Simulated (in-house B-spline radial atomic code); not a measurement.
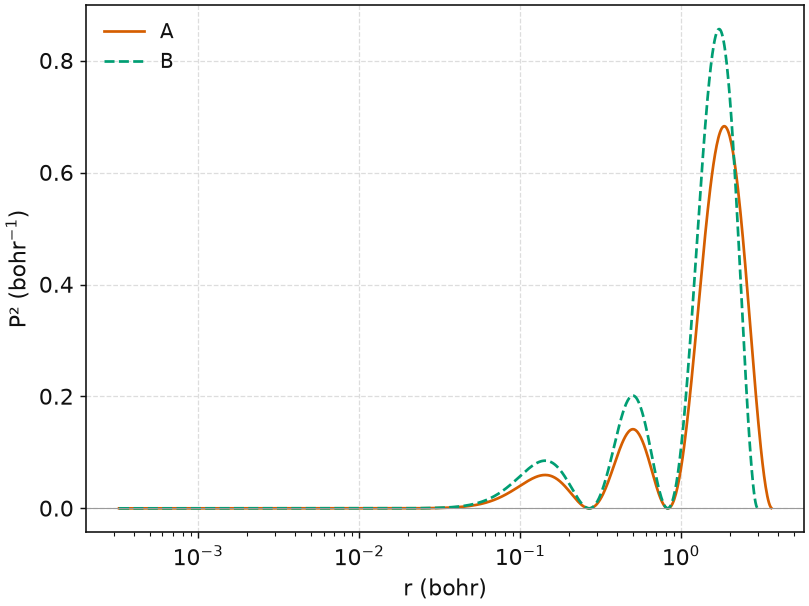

The Sm²⁺ ion in [Kr] 4d10 4f6 5s2 5p5 5d1 (open shells shared over both j by 2j + 1) was computed in two surroundings: the hard spherical wall at 2.98 bohr; the hard spherical wall at 3.66 bohr. Computed with an in-house B-spline radial code: Dirac-Coulomb LDA (Slater, VWN5), spherical fractional occupations, Fermi nucleus, hard spherical wall, basis-set limit.

The plot shows P² of the 5d3/2 orbital in both runs (large components where relativistic).

**Assign A and B.**

A is the hard spherical wall at 3.66 bohr (⟨r⟩ = 1.94 bohr, eigenvalue −9.93 eV); B is the hard spherical wall at 2.98 bohr (⟨r⟩ = 1.70 bohr, eigenvalue −0.733 eV). The tighter surroundings squeeze the orbital.
